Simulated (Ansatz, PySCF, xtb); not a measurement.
Breaking a bond: SMILES C=C=O (C2H2O). The C1–C4 bond (C1 also carries H, H; C4 carries O) is pulled apart rigidly from the PBE0/def2-TZVP optimised geometry.

```
5

C      0.0000     0.0000     0.0000
H      0.0000    -0.9405    -0.5304
H      0.0000     0.9397    -0.5318
C      0.0000     0.0000     1.3071
O      0.0000    -0.0014     2.4633
```

Levels: RKS-B3LYP/6-311+G** = PySCF with restricted B3LYP/6-311+G**, spherical d; UKS-B3LYP/6-31G* = unrestricted B3LYP/6-31G*, spherical d (PySCF 2.14.0); GFN1-xTB (xtb); UHF/cc-pVTZ (Ansatz, a program for electronic structure).

Energies are in kJ/mol, each relative to the lowest point of its own curve near equilibrium.

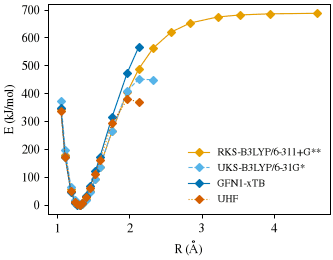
Figure. Energy against bond length for each method.

| R / Å | RKS-B3LYP/6-311+G** | UKS-B3LYP/6-31G* | GFN1-xTB | UHF |
|---|---|---|---|---|
| 1.05 | 344.2 | 373.0 | 348.3 | 337.4 |
| 1.11 | 178.7 | 196.3 | 171.6 | 170.9 |
| 1.19 | 54.6 | 62.2 | 45.2 | 48.2 |
| 1.25 | 12.2 | 15.1 | 6.5 | 8.5 |
| 1.28 | 2.9 | 4.2 | 0.0 | 1.0 |
| 1.31 | 0.0 | 0.0 | 0.3 | 0.0 |
| 1.34 | 2.4 | 1.4 | 6.1 | 4.5 |
| 1.40 | 19.7 | 17.6 | 30.7 | 26.5 |
| 1.46 | 49.3 | 46.7 | 67.6 | 61.1 |
| 1.53 | 93.5 | 91.3 | 120.3 | 111.1 |
| 1.59 | 136.4 | 134.8 | 169.9 | 158.4 |
| 1.76 | 263.6 | 265.7 | 314.8 | 293.0 |
| 1.97 | 403.9 | 409.2 | 473.2 | 377.2 |
| 2.13 | 487.3 | 450.1 | 566.6 | 369.6 |
| 2.33 | 562.2 | 448.0 | — | — |
| 2.58 | 619.5 | — | — | — |
| 2.84 | 651.7 | — | — | — |
| 3.22 | 673.4 | — | — | — |
| 3.53 | 680.8 | — | — | — |
| 3.94 | 684.7 | — | — | — |
| 4.60 | 686.6 | — | — | — |

Dashes: no converged value, or the column stops at the first point that the program doubted or that broke a chosen test of continuity, which isn't proof of a fault.

The restricted form behind RKS-B3LYP/6-311+G** keeps the bonding electrons paired and can't separate into open-shell fragments. The unrestricted determinant behind UKS-B3LYP/6-31G*, UHF is spin-contaminated at 1.97 to 4.60 Å (<S²> up to 1.0, against 0.00 for a pure singlet).
